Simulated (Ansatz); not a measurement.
**GeH (quartet): one geometry, many settings at distance Ge1–H2 = 1.382 Å**

What do other methods and options give for GeH (quartet) at this geometry, and how long do they take?

Computed with Ansatz 0.2.0, Gaussian basis. Level: the settings change from run to run.

18 further runs of the same task are left out: 2 for a mislabelled method, 10 that didn't finish, 6 set aside as unsound or not needed.

### Step 1. The system

The geometry derives from a PBE0/def2-TZVP stationary point (not a proven minimum). One bond is set to the value named and the two fragments are kept rigid. No spin-orbit coupling is included. The filled d shell of Ge may be among the frozen orbitals whatever the setting's name suggests; the logs give the count.

2 atoms, charge 0, spin multiplicity 4.

Atoms are counted from 1 here; the program's logs count them from 0.

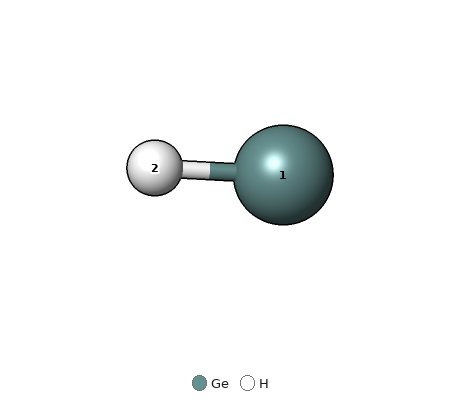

The geometry (germanium teal, hydrogen white); atoms are numbered from 1 in the order of the file.

### Step 2. CCSDT(Q)/B on UHF/6-31G

The input, in.yaml:

```yaml
crystal:
  periodic: [false, false, false]
  atoms:
    - {symbol: Ge, position_ang: [0.000000, 0.000000, 0.000000]}
    - {symbol: H, position_ang: [0.000000, 0.000000, 1.382000]}
basis:
  gaussian: {orbitals: 6-31G}
magnetization: {spin_polarized: true, initial_magnetization: 3}
correlation: {method: ccsdt_q_b, electrons: outside_noble_gas}
scf: {lower_state_search: off}
```

Command:

```
$ ansatz run in.yaml --threads 1 --pin off --events-out ev --progress --plain --max-ram 2393MiB
```

What it wrote, cut to the lines that bear on the results:

```text
Functional definition: HF
  name "HF"
  cite "Fock, Z. Phys. 61, 126 (1930) doi:10.1007/BF01340294"
  parent pbe
[...]
457 factors; integrals over basis functions are off by at most 4.7e-8 eV
[...]
mean field -56477.30204441 eV, -2075.5025684419 hartree, gradient 2.8e-6 eV, S^2 3.750938; 0 other end points of the search recorded, 0 dependent functions left out
14 core orbitals not correlated: weight in the atoms' cores, before any rotation towards them, 0.997 or more for the frozen orbitals, at most 0.001 for the correlated occupied ones
reference -56477.30204441 eV, -2075.5025684419 hartree; 4, 1 occupied and 13, 16 virtual orbitals, 457 factors
second order -0.55178490 eV of doubles, -0.00000000 eV of singles
cycle   1  -0.70713358 eV  change   -1.6e-1 eV  update   3.7e-2
[...]
cycle  11  -0.81200250 eV  change   -5.7e-8 eV  update   1.6e-7
perturbative correction -0.00004612 eV, -0.0000016950 hartree
Total energy: -56478.11409304 eV, -2075.5324106785 hartree
Checks for a lower state left out: stability, starts, cluster_reference, orbital_swaps, neighbouring_geometries, increment
```

Wall time 1 s (1 thread of AMD EPYC 9R14, shared host).

From the report: ⟨S²⟩ of the determinant 3.751 (pure quartet: 3.75); correlation -0.8120 eV; T1 0.011; largest double amplitude 0.05.

### Step 3. CCSDT(Q)/6-31G

The input, in.yaml:

```yaml
crystal:
  periodic: [false, false, false]
  atoms:
    - {symbol: Ge, position_ang: [0.000000, 0.000000, 0.000000]}
    - {symbol: H, position_ang: [0.000000, 0.000000, 1.382000]}
basis:
  gaussian: {orbitals: 6-31G, point_charges: [{charge: 1.00, position_ang: [3.747, 0.703, 0.942]}]}
magnetization: {spin_polarized: false, initial_magnetization: 3}
hamiltonian: {xc: {name: B3LYP}}
correlation: {method: ccsdt_q, electrons: outside_noble_gas}
output: {forces: true}
```

The command is unchanged.

What it wrote, cut to the lines that bear on the results:

```text
Functional definition: B3LYP
  name "B3LYP"
  cite "Stephens, Devlin, Chabalowski & Frisch, J. Phys. Chem. 98, 11623 (1994) doi:10.1021/j100096a001"
  cite "Becke, Phys. Rev. A 38, 3098 (1988) doi:10.1103/PhysRevA.38.3098"
  cite "Lee, Yang & Parr, Phys. Rev. B 37, 785 (1988) doi:10.1103/PhysRevB.37.785"
  cite "Vosko, Wilk & Nusair, Can. J. Phys. 58, 1200 (1980) doi:10.1139/p80-159"
[...]
457 factors; integrals over basis functions are off by at most 4.7e-8 eV
[...]
mean field -56521.83910603 eV, -2077.1392752679 hartree, gradient 9.2e-7 eV, S^2 3.750000; 0 other end points of the search recorded, 0 dependent functions left out
[...]
14 core orbitals not correlated: weight in the atoms' cores, before any rotation towards them, 0.996 or more for the frozen orbitals, at most 0.001 for the correlated occupied ones
reference -56477.16483262 eV, -2075.4975260016 hartree; 4, 1 occupied and 13, 16 virtual orbitals, 457 factors
second order -0.60996899 eV of doubles, -0.12977782 eV of singles
cycle   1  -0.91314524 eV  change   -1.8e-1 eV  update   4.0e-2
[...]
cycle  11  -1.01572862 eV  change   -7.2e-8 eV  update   1.4e-7
perturbative correction -0.00003483 eV, -0.0000012801 hartree
[...]
Total energy: -56478.18059607 eV, -2075.5348546200 hartree
Atom 0 at     0.000000     0.000000     0.000000 Å, force     0.195755     0.036727    -4.013375 eV/Å
Atom 1 at     0.000000     0.000000     1.382000 Å, force    -0.053565    -0.010050     4.068878 eV/Å
Dipole moment:    -0.185201    -0.034747    -0.036057 e Å
```

Wall time 3.5 s (1 thread of AMD EPYC 9R14, shared host).

From the report: correlation -1.0158 eV; T1 0.034; largest double amplitude 0.05. The orbitals are Kohn-Sham ones, so correlation energy and T1 don't compare with those on Hartree-Fock orbitals.

### Step 4. BCCD(T) on ROHF/cc-pVTZ

The input, in.yaml:

```yaml
crystal:
  periodic: [false, false, false]
  atoms:
    - {symbol: Ge, position_ang: [0.000000, 0.000000, 0.000000]}
    - {symbol: H, position_ang: [0.000000, 0.000000, 1.382000]}
basis:
  gaussian: {orbitals: cc-pVTZ}
magnetization: {spin_polarized: false, initial_magnetization: 3}
correlation: {method: bccd_t, electrons: outside_noble_gas}
accuracy: high
```

Launched as before.

What it wrote, cut to the lines that bear on the results:

```text
Functional definition: HF
  name "HF"
  cite "Fock, Z. Phys. 61, 126 (1930) doi:10.1007/BF01340294"
  parent pbe
[...]
731 factors; integrals over basis functions are off by at most 4.3e-9 eV
[...]
mean field -56487.55341708 eV, -2075.8792994387 hartree, gradient 4.6e-8 eV, S^2 3.750000; 0 other end points of the search recorded, 0 dependent functions left out
14 core orbitals not correlated: weight in the atoms' cores, before any rotation towards them, 0.999 or more for the frozen orbitals, at most 0.001 for the correlated occupied ones
reference -56487.55341708 eV, -2075.8792994387 hartree; 4, 1 occupied and 39, 42 virtual orbitals, 731 factors
second order -1.58314800 eV of doubles, -0.01433414 eV of singles
cycle   1  -1.88098133 eV  change   -2.8e-1 eV  update   4.6e-2
[...]
cycle  19  -2.00214054 eV  change   5.1e-10 eV  update  2.4e-10
perturbative correction -0.06241640 eV, -0.0022937604 hartree
Total energy: -56489.61797402 eV, -2075.9551705069 hartree
```

It took 1.7 s on 1 thread of AMD EPYC 9R14, shared host.

From the report: correlation -2.0646 eV; largest double amplitude 0.05.

### Step 5. CCSD(T)/6-31G*

The input, in.yaml:

```yaml
crystal:
  periodic: [false, false, false]
  atoms:
    - {symbol: Ge, position_ang: [0.000000, 0.000000, 0.000000]}
    - {symbol: H, position_ang: [0.000000, 0.000000, 1.382000]}
basis:
  gaussian: {orbitals: "6-31G*"}
magnetization: {spin_polarized: true, initial_magnetization: 3}
hamiltonian: {xc: {name: B3LYP}}
correlation: {method: ccsd_t, electrons: valence}
accuracy: high
scf: {lower_state_search: light}
```

Same command.

What it wrote, cut to the lines that bear on the results:

```text
Functional definition: B3LYP
  name "B3LYP"
  cite "Stephens, Devlin, Chabalowski & Frisch, J. Phys. Chem. 98, 11623 (1994) doi:10.1021/j100096a001"
  cite "Becke, Phys. Rev. A 38, 3098 (1988) doi:10.1103/PhysRevA.38.3098"
  cite "Lee, Yang & Parr, Phys. Rev. B 37, 785 (1988) doi:10.1103/PhysRevB.37.785"
  cite "Vosko, Wilk & Nusair, Can. J. Phys. 58, 1200 (1980) doi:10.1139/p80-159"
[...]
559 factors; integrals over basis functions are off by at most 3.1e-9 eV
[...]
mean field -56523.68388655 eV, -2077.2070697017 hartree, gradient 7.2e-9 eV, S^2 3.751204; 0 other end points of the search recorded, 0 dependent functions left out
9 core orbitals not correlated: weight in the atoms' cores, before any rotation towards them, 1.000 or more for the frozen orbitals, at most 0.000 for the correlated occupied ones
reference -56478.21572328 eV, -2075.5361455208 hartree; 9, 6 occupied and 19, 22 virtual orbitals, 559 factors
second order -6.14348509 eV of doubles, -0.28448420 eV of singles
cycle   1  -5.84644108 eV  change    5.7e-1 eV  update   6.1e-2
[...]
cycle  20  -6.10612908 eV  change   1.5e-10 eV  update  2.9e-10
perturbative correction -0.12174603 eV, -0.0044740843 hartree
Total energy: -56484.44359839 eV, -2075.7650157099 hartree
```

Wall time 1.8 s (1 thread of AMD EPYC 9R14, shared host).

From the report: ⟨S²⟩ of the determinant 3.751 (pure quartet: 3.75); correlation -6.2279 eV; T1 0.016; largest double amplitude 0.05. The orbitals are Kohn-Sham ones, so correlation energy and T1 don't compare with those on Hartree-Fock orbitals.

### Step 6. All runs side by side

Where basis and cores are those of an earlier FCI/cc-pVTZ run (-56489.6325 eV), and the state is the same kind, the miss against it is given.

```csv
level,correlated,functions,energy (eV),from FCI (meV),time
CCSDT(Q)/B on UHF/6-31G,outside noble gas,31,-56478.1141,,1 s
"CCSDT(Q)/6-31G (beside a point charge, on B3LYP orbitals)",outside noble gas,31,-56478.1806,,3.5 s
BCCD(T) on ROHF/cc-pVTZ,outside noble gas,57,-56489.6180,14.5,1.7 s
CCSD(T)/6-31G* (on B3LYP orbitals),valence,37,-56484.4436,,1.8 s
```

### Step 7. Results

| quantity | value |
| --- | --- |
| runs | 4 |
| quickest | CCSDT(Q)/B on UHF/6-31G, 1 s |
| slowest | CCSDT(Q)/6-31G (beside a point charge, on B3LYP orbitals), 3.5 s |

Total energies in different bases, with other cores or another treatment of relativity can't be set against each other. CCSDT(Q)/6-31G (beside a point charge, on B3LYP orbitals) took 3 times as long as CCSDT(Q)/B on UHF/6-31G; the jobs differ in more than the method.
